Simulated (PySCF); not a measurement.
BH5O3S, SMILES `S.OB(O)O`.

Level of theory: B3LYP/6-31+G* (PySCF), at a geometry from GFN2-xTB. GFN2-xTB bond lengths at metals and heavier atoms can be off by up to 0.1 Å and shapes distorted, which carries into these values.

Geometry (Å), atoms numbered from 1:

```
S1      -2.5756   -0.0475   -0.0292
H2      -1.3498   -0.5422    0.0490
H3      -2.1192    1.1953   -0.0472
O4       0.6188   -1.1236    0.0690
B5       1.3660    0.0148    0.0173
O6       0.6931    1.1853    0.0656
O7       2.7264    0.0420   -0.0806
H8       1.0860   -1.9569    0.0345
H9       1.2635    1.9524    0.0303
H10      3.1923   -0.7913   -0.1186
```

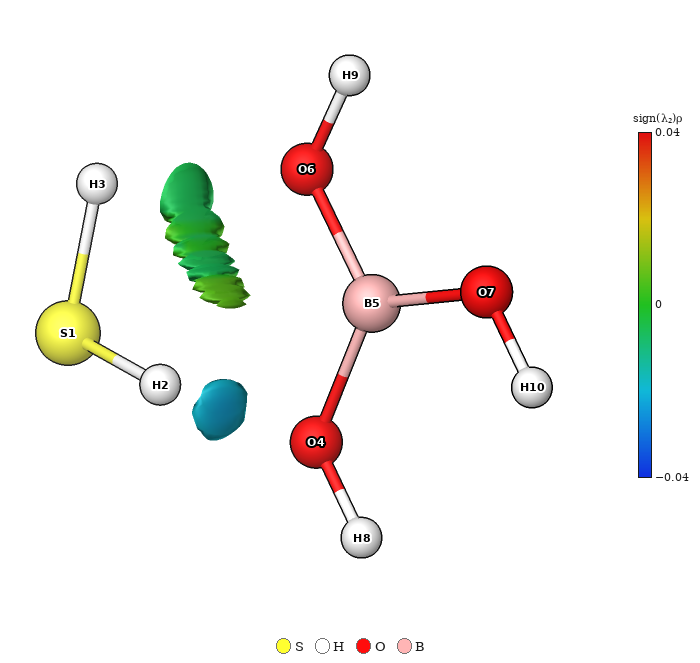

Non-covalent interaction surfaces between the fragments (reduced density gradient s = 0.4, coloured by sign(λ₂)ρ in a.u.; trimmed to the region between the fragments where ρ is under 0.06 a.u.). Fragment A: H2S (atoms 1–3); fragment B: BH3O3.

Q: Interpret the surfaces between the fragments.

A: Bond critical points between the fragments: H2···O4, hydrogen bond, 2.05 Å, ρ = 0.022 a.u. It appears blue-green. The pose is a local one from a semi-empirical search, not shown to be the most stable.

Q: How strongly are they bound?

A: The counterpoise-corrected interaction energy of the frozen fragments is −1.3 kcal/mol without dispersion correction and −3.2 kcal/mol with D3(BJ). The pair geometry is semi-empirical, not a minimum at this level.
